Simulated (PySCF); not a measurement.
# C3H9Al, SMILES `C[Al](C)C`: electronic structure

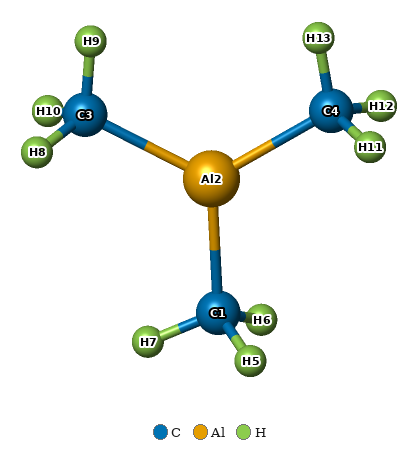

The molecule, with its atoms numbered as below. No frequency check shows the geometry to be a minimum.

Geometry (Å), atoms numbered from 1:

```
C1       0.0717   -1.9858   -0.0004
Al2     -0.0007    0.0079    0.0011
C3      -1.7715    0.9282   -0.0001
C4       1.6996    1.0522   -0.0008
H5       0.5972   -2.3867    0.8733
H6       0.5968   -2.3867   -0.8736
H7      -0.9263   -2.4371   -0.0028
H8      -2.3760    0.6627    0.8744
H9      -1.6811    2.0195   -0.0046
H10     -2.3764    0.6627   -0.8732
H11      2.3222    0.8303    0.8732
H12      2.3217    0.8304   -0.8741
H13      1.5323    2.1345    0.0008
```

### 1. Bonding charge

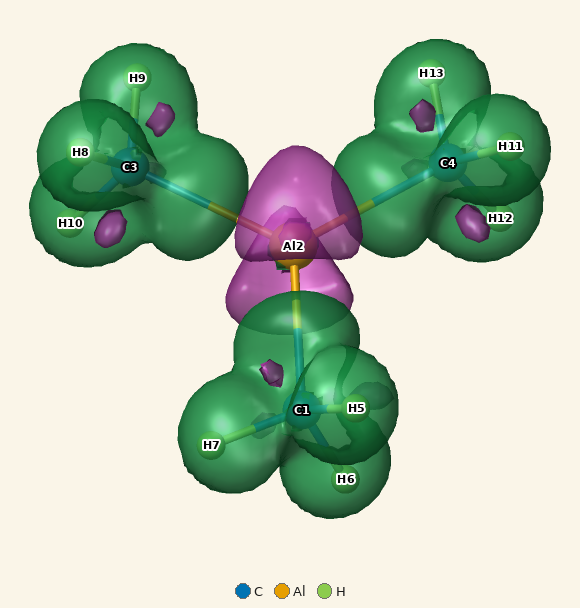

Deformation density (molecule less spherical, spin-averaged free atoms at the same positions), surfaces at ±0.06 e/Å³; green: gain, purple: loss.

Level of theory: ωB97X/def2-SVP (PySCF), at a geometry from GFN2-xTB.

**Describe the bonding that the map shows.**

The five largest and four smallest: C3–H9: +0.62 e/Å³ at the bond critical point (bond length 1.09 Å, Mayer order 1.0). C4–H13: +0.62 e/Å³ at the bond critical point (bond length 1.09 Å, Mayer order 1.0). C1–H7: +0.62 e/Å³ at the bond critical point (bond length 1.09 Å, Mayer order 1.0). C3–H10: +0.61 e/Å³ at the bond critical point (bond length 1.09 Å, Mayer order 1.0). C4–H12: +0.61 e/Å³ at the bond critical point (bond length 1.09 Å, Mayer order 1.0). C3–H8: +0.60 e/Å³ at the bond critical point (bond length 1.10 Å, Mayer order 1.0). C1–Al2: +0.13 e/Å³ at the bond critical point (bond length 2.00 Å, Mayer order 0.9). Al2–C4: +0.13 e/Å³ at the bond critical point (bond length 2.00 Å, Mayer order 0.9). Al2–C3: +0.13 e/Å³ at the bond critical point (bond length 2.00 Å, Mayer order 0.9). In all, 2.9 electrons gather in the regions of gain relative to the promolecule. A small or negative value marks a very polar bond, one between electron-rich atoms, whose free-atom densities already overlap strongly, a long bond to a heavier atom, or a closed-shell contact such as a hydrogen bond.

**Where do the Hirshfeld charges lie?**

The highest Hirshfeld charge is on Al2 (+0.60 e), the lowest on C1 (−0.29 e).

| atom | charge (e) |
| --- | --- |
| C1 | −0.29 |
| Al2 | +0.60 |
| C3 | −0.29 |
| C4 | −0.29 |
| H5 | +0.03 |
| H6 | +0.03 |
| H7 | +0.03 |
| H8 | +0.03 |
| H9 | +0.03 |
| H10 | +0.03 |
| H11 | +0.03 |
| H12 | +0.03 |
| H13 | +0.03 |

### 2. Bond critical points

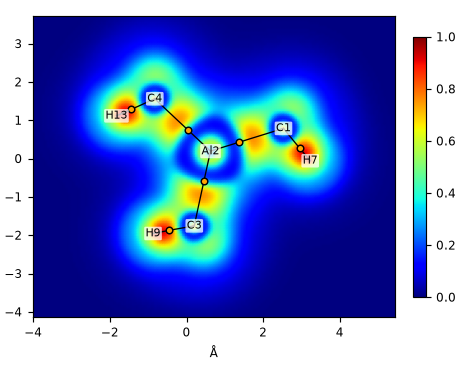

Localised orbital locator (LOL) in the plane of C1, Al2, C3, C4, H7, H9 and H13, with bond paths and bond critical points (dots).

**Rank the bonds in the plane by LOL at their critical points.**

C3–H9: about 0.86; C4–H13: about 0.86; C1–H7: about 0.86; Al2–C4: about 0.30; Al2–C3: about 0.30; C1–Al2: about 0.30. Values above 0.5 mark slow, localised electrons, as in shared pairs; low values at a critical point mark a polar or closed-shell contact whose critical point lies between the shells.

**Where along C3–H9 does the critical point lie?**

0.68 Å from C3 and 0.42 Å from H9.

### 3. Local ionisation energy

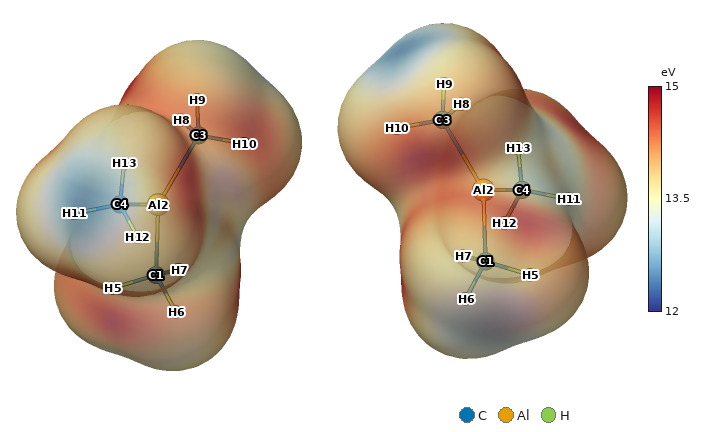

Average local ionisation energy on the surface of electron density 0.001 a.u. (back view left, front view right).

**Where are the most loosely bound electrons on this surface?**

The lowest value is 12.4 eV, near H7 (1.80 Å), H6 (1.87 Å), H5 (1.93 Å) and C1 (1.99 Å). Further minima include 13.3 eV, off the Al2–C3 bond (2.1 to 2.2 Å from its atoms), and at like points elsewhere. For comparison, the highest occupied orbital lies at −9.9 eV.

**What volume does the surface enclose, and what is the dipole moment?**

About 128 Å³; the dipole moment is 0.0 D.

### 4. In an electric field

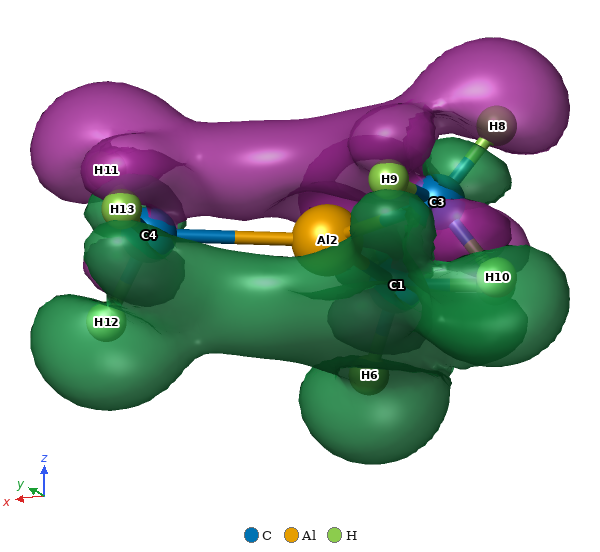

Change of the electron density in a uniform field of 0.51 V/Å, surfaces at ±0.003 e/Å³ (green: gain, purple: loss).

Computed with PySCF, PBE/def2-SVPD, geometry: GFN2-xTB.

The field was applied in both directions; the picture shows the one opposite to the script's first.

**Along which Cartesian direction does the field point?**

Along +z: electrons gather on the −z side, against the field.

**How large is the response?**

The induced dipole is 1.44 D (along the field); α along this axis, from the fields in both directions, is 57 bohr³ (8.4 Å³).

### 5. Localised orbitals

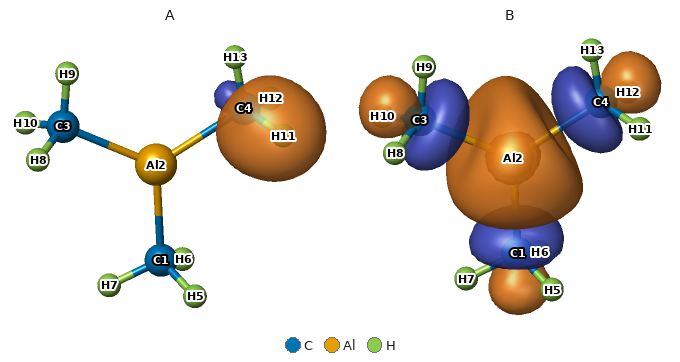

Intrinsic bond orbitals (IBO), occupied and valence-virtual; each surface holds about 80 % of the orbital's density. Energies are diagonal elements of the Fock matrix.

Level of theory: B3LYP/cc-pVDZ (PySCF), at a geometry from GFN2-xTB.

**Name the orbitals, with their atomic make-up and energies.**

By panel:
- A: σ bond C4–H11 (C4 56 %, H11 43 %; −12.6 eV)
- B: antibonding multicentre orbital mainly over Al2, C4, C3 and C1 (Al2 57 %, C4 15 %, C3 14 %; 3.9 eV)

### 6. Stretching a bond

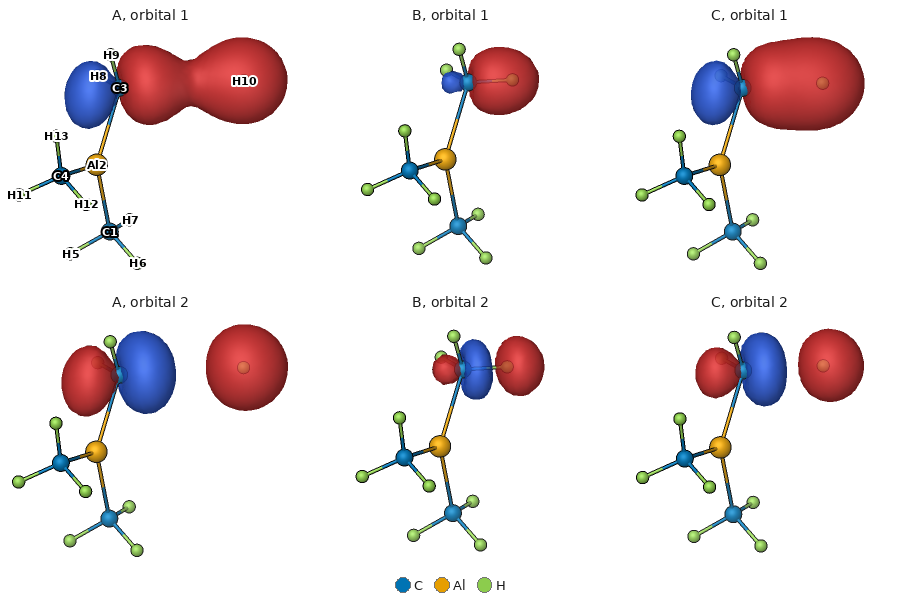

Rigid stretch of the C3–H10 bond. The two CASSCF(2,2) natural orbitals nearest half filling (orbital 1 the more occupied).

Method: cc-pVDZ basis; geometry: GFN2-xTB; program: PySCF.

**The columns are at 1.07, 1.93 and 3.00 Å, in some order. Assign them, and give the occupations.**

A: 3.00 Å, occupations 1.31 and 0.69. B: 1.07 Å, occupations 1.98 and 0.02. C: 1.93 Å, occupations 1.83 and 0.17.

**Where does the UHF solution part from RHF?**

Between 1.66 Å (⟨S²⟩ = 0, the two coincide) and 1.93 Å (⟨S²⟩ = 0.56); at 3.00 Å ⟨S²⟩ is 0.99 and UHF lies 3.1 eV below RHF.

**How much energy does the stretch cost?**

By CASSCF, 4.0 eV from the lowest point of the scan (1.07 Å) to 3.00 Å; RHF gives 6.8 eV from its own lowest point. The fragments aren't relaxed and dynamic correlation is missing, so this isn't a bond dissociation energy.

The PySCF runs shown took 16 s, 73 s, 18 s and 7.2 min on 1 thread of AMD EPYC 7571, with other jobs on the host.
